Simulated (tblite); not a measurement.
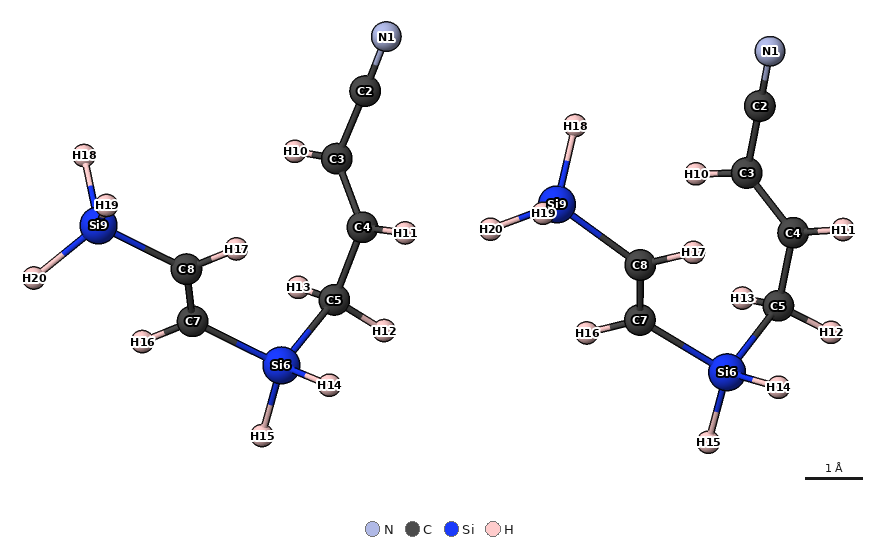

Two geometries of C$_{6}$H$_{11}$NSi$_{2}$, drawn at one scale. One is the start of a relaxation, the other its converged end. Style: ball-and-stick. Shown at a tilt.

Level of theory: GFN2-xTB geometry optimisation, gas phase (tblite). 

Which of the two is the end point?

Answer. The right one is the relaxed one. The energy falls by 5.56 kcal/mol in 176 geometry steps. H20 moves most after the best rigid fit: 1.20 Å. By element the largest moves are H 1.20 Å, N 1.10 Å, C 0.89 Å, Si 0.54 Å. Among the contacts that change: C5–Si6 1.883 → 1.935 Å, C8–Si9 1.833 → 1.884 Å, C4–C5 1.519 → 1.470 Å, C2–C3 1.434 → 1.403 Å. Bond angles that change, for instance: C4–C5–Si6 114.8° → 109.1°, C5–Si6–C7 111.2° → 106.0°, Si6–C7–H16 112.9° → 118.0°. Groups turn about C8–Si9 by about 30°.
